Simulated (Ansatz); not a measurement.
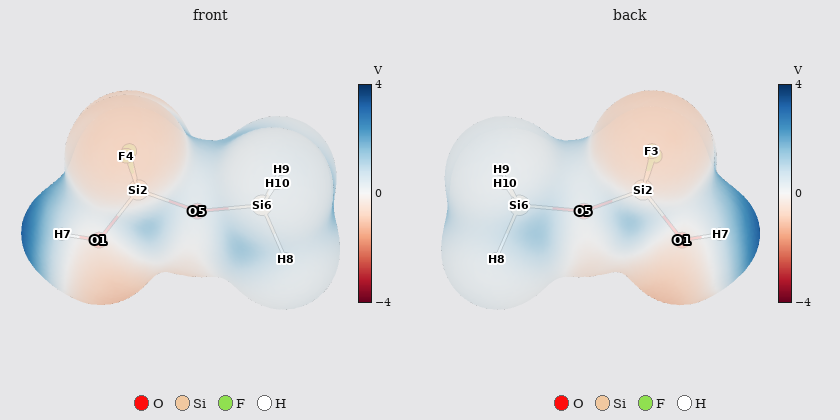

*F2H4O2Si2. The molecular electrostatic potential painted on the density surface at 0.002 e/bohr³, seen from the front and from behind; the colour scale runs from red (negative) to blue (positive).*

Geometry: PBE0-D4/def2-TZVP.

These are results of RKS PBE0-D4/def2-TZVPP (Ansatz), not measurements.

```xyz
10

O    -1.9095    0.6516    1.3169
Si   -0.3265    0.5797    1.0252
F     0.3046    2.0273    0.9567
F     0.4358   -0.1506    2.2020
O    -0.1075   -0.1920   -0.3479
Si    0.7843   -0.8658   -1.5485
H    -2.2173    1.0933    2.1090
H    -0.1512   -1.3642   -2.5830
H     1.6877    0.1579   -2.1282
H     1.5830   -1.9883   -0.9991
```

> Which sites attract a positive test charge, and which a negative one?

A positive charge is drawn to the negative regions and a negative charge to the positive ones. The most negative region (about −1.0 V) lies over O1, the most positive (about +3.1 V) over H7. O1 is the likeliest acceptor of a hydrogen bond.
